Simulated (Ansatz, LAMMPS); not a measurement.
# Static equation of state of amorphous polyethylene with carbon dioxide (capped chains of 6 units), from a frame at 480 K, (106 atoms)

Density of this cell: 1.00 g/cm³. The cell holds 106 atoms: 34 C, 60 H and 12 O. Cell: a = 9.990 Å, b = 10.555 Å, c = 10.563 Å, α = 86.2°, β = 85.4°, γ = 98.1°. The starting structure: 2 polyethylene chains of 6 units with methyl end groups, 6 carbon dioxide placed at random, at 0.819 g/cm³; overlaps pushed apart, then 20 ps at 800 K with MMFF94 bonds, angles, torsions, charges and radii (Halgren, J. Comput. Chem. 17, 490 (1996)) in harmonic and 12-6 forms. Snapshot after 30 ps at 480 K and fixed volume.

Calculated with Ansatz 0.2.0: Kohn-Sham DFT, PBE+D3(BJ), PAW (set soft_2), plane waves; cutoff 420 eV, Γ point, fixed occupations. Cell and atoms were relaxed first, to V0 = 10.338 Å³ an atom at a residual P0 = -0.016 GPa. The cell was then scaled evenly, and the atoms were relaxed at each volume.

| volume (Å³/atom) | pressure (GPa) |
| --- | --- |
| 9.3046 | ? |
| 9.7181 | 0.3155 |
| 10.028 | 0.1478 |
| 10.649 | -0.1153 |
| 10.959 | -0.1980 |

**Question.** Fit the third-order Birch–Murnaghan equation to the rows given and extrapolate to the withheld row.

Worked fit:

Take the Eulerian strain f = ½[(V0/V)^(2/3) − 1] and the normalised pressure F = (P − P0) / [3f(1 + 2f)^(5/2)]. The third-order Birch–Murnaghan equation is then the line F = B0 + (3/2)B0(B′ − 4) f, so u = f and v = F.

| u = f | v = F (GPa) |
| --- | --- |
| 0.0210564 | 4.72749 |
| 0.0102568 | 5.04729 |
| -0.00975668 | 3.57849 |
| -0.0190503 | 3.51845 |

With n = 4: mean u = 6.2655e-4, mean v = 4.21793, Σ(u − ū)² = 0.0010051, Σ(u − ū)(v − v̄) = 0.038800. Slope b = 0.038800 / 0.0010051 = 38.603; intercept a = v̄ − b ū = 4.1937.

So B0 = a = 4.19 GPa and B′ = 4 + 2b/(3a) = 10.1. At the withheld volume f = 0.03638, F = a + b f = 5.598 GPa, and P = P0 + 3f(1 + 2f)^(5/2) F.

Prediction at 9.3046: 0.7128 GPa. The run gave 0.5631 GPa, so the fit is high by 0.15 GPa (27 % of the value).

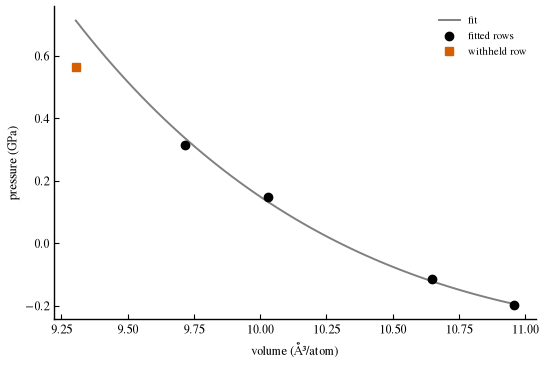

The fit, the rows that it rests on and the withheld row.

The series isn't one smooth equation of state: even a line fitted to all rows, the withheld one included, misses F by up to 14.4 % and an atom moves over 0.5 Å in some relaxation. B0 and B′ are then only the numbers of this fit, not moduli of the material. Among the rows given, the largest miss of the fit is at 9.7181, by 0.020 GPa (2.6 % of the range of the table).

Limits: Static cells at zero temperature; the cell shape is held. The program notes that the SCF threshold of these relaxations is loose for the stress. The network of contacts between molecules at the start is that of the classical potential that made the cell, and needn't be the one that DFT or experiment would give. Only the Γ point is sampled, in a cell whose shortest periodic width is 10 Å.

[Hosts, paths, dates, database ids (printed as entryN), source tags and the programs' standing remarks are cut or masked in the printed files.]

[The MMFF94 radii named for the starting cell were scaled by 0.96; in molecules described by MMFF94, hydrogen bound to N, O or S took a small fixed 12-6 site in their place.]
